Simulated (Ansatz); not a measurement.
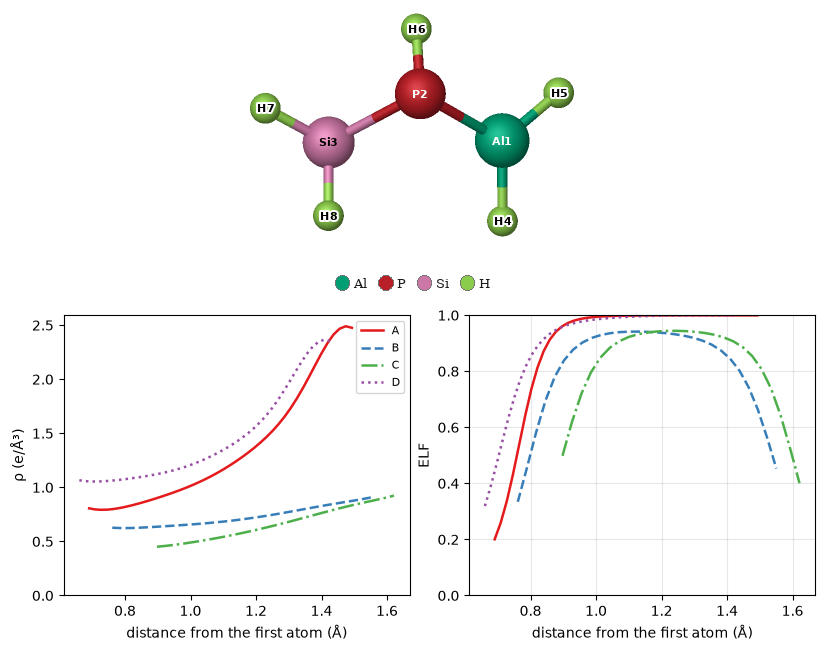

The picture shows: AlH6PSi. Electron density and electron localisation function along straight lines between neighbouring atoms. The curves leave out the atomic cores. The structure is drawn too.

Geometry: PBE0-D3(BJ)/def2-SVP.

Level of theory: isolated molecule in a Gaussian basis; Kohn-Sham density functional theory, functional PBE0 in Ansatz 0.2.0.

```xyz
9

Al    0.6086    0.7525    0.5916
P     1.7017   -0.9679   -0.5079
Si   -0.1179   -1.8675   -1.4903
H    -0.3272    1.7084   -0.2657
H     0.8826    1.0024    2.1360
H     1.7766   -1.8543    0.6096
H     0.2301   -3.2181   -2.0244
H    -0.4851   -0.9632   -2.6199
H    -1.3140   -2.0173   -0.6009
```

Q: Which curve belongs to which contact (Al–P, P–H, Si–H and Si–P)? The first atom named is at distance zero.

A: Curve A: Si–H (1.49 Å): ρ is about 0.79 e/Å³ halfway; the ELF climbs to about 1 towards the hydrogen, as it does in any bond to H. Curve B: Si–P (2.26 Å): ρ at the midpoint is about 0.69 e/Å³, with its minimum of 0.62 e/Å³ about 0.8 Å from Si; the ELF peaks at about 0.95 between the atoms (localised, covalent bonding). Curve C: Al–P (2.32 Å): ρ at the midpoint is about 0.58 e/Å³; the ELF peaks at about 0.95 between the atoms, as expected for a covalent bond. Curve D: P–H (1.43 Å): ρ at the midpoint is about 1.1 e/Å³; the ELF climbs to about 1 towards the hydrogen.
